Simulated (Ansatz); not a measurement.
Cell and atoms:

```
CELL_PARAMETERS angstrom
5.60338 0.00000 0.00000
0.00000 5.60338 0.00000
0.00000 0.00000 5.60338
ATOMIC_POSITIONS crystal
Ga 0.00000 0.00000 0.00000
As 0.25000 0.25000 0.25000
Ga 0.00000 0.50000 0.50000
As 0.25000 0.75000 0.75000
Ga 0.50000 0.00000 0.50000
As 0.75000 0.25000 0.75000
Ga 0.50000 0.50000 0.00000
As 0.75000 0.75000 0.25000
```

What does this file describe?

Answer. Composition: GaAs. The structure has F-43m (No. 216) symmetry and a face-centred cubic lattice. It belongs to the family called zinc blende (sphalerite type). With Z = 4, the cell contains 4 Ga, 4 As. The polyhedra are GaAs4 tetrahedra; they share corners. About every Ga there are four As in a tetrahedral arrangement at 2.43 Å. Each As atom has four Ga in a tetrahedral arrangement at 2.43 Å around it. The bonds build a three-dimensional framework.

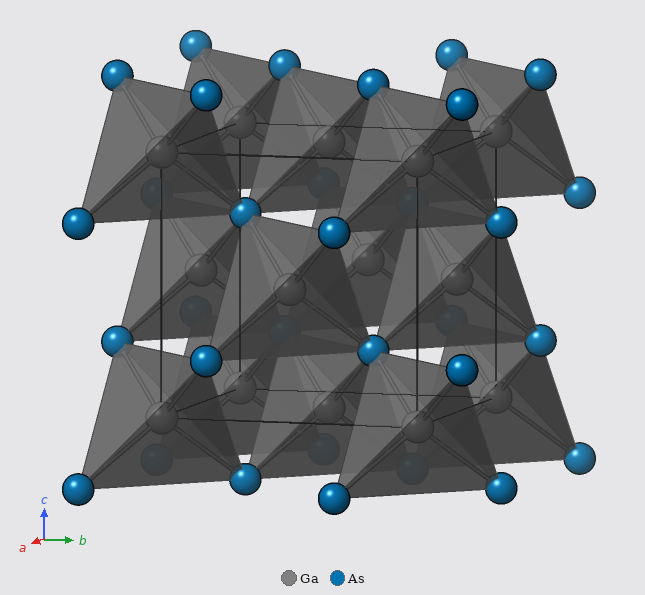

Polyhedral drawing of the structure, looking slightly off an axis. The edges of the conventional unit cell are marked. Some atoms of the next cells are drawn as well. Colours: gallium grey, arsenic blue.

It goes back to a structure listed in the Materials Project. Earlier steps of the study may have refined or changed the cell and positions. Ansatz was used for an electronic-structure calculation on it.
